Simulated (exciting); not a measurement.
Two BSE runs for the O K edge of BaSO4, space group F-43m. Run A: exciting, all-electron LAPW+lo, LDA, exchange and screened direct term (singlet BSE), 3×3×3 shifted k points, 47 conduction bands, |G+q| up to 3 bohr⁻¹, full RPA screening with nempty = 77, Lorentzian half width 0.45 eV. Run B has a fault in its input.

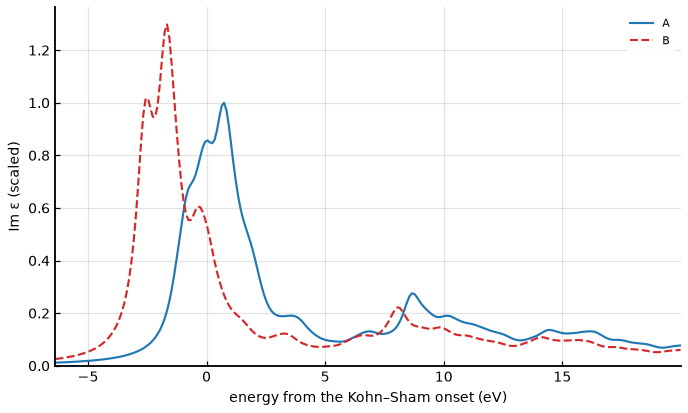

Energy from the Kohn–Sham onset, core level to the lowest empty state found on the meshes used; one zero for both, scaled to A's maximum.

What most likely went wrong in run B?

Far too few empty states in the screening (empty states in the screening from 77 to 8). The spectrum differs from run A by 95 % r.m.s. Moving the earlier curve by -2.1 eV leaves 26 %. The highest maximum lies at -1.7 eV (1.30), against 0.7 eV (1.00). The first bright state moves from -1.21 to -2.58 eV. Too few states underscreen, so the attraction is too strong. Other settings could leave a like mark; this is the change that was made.

[Hosts, paths, dates, database ids (printed as entryN), source tags and the programs' standing remarks are cut or masked in the printed files.]
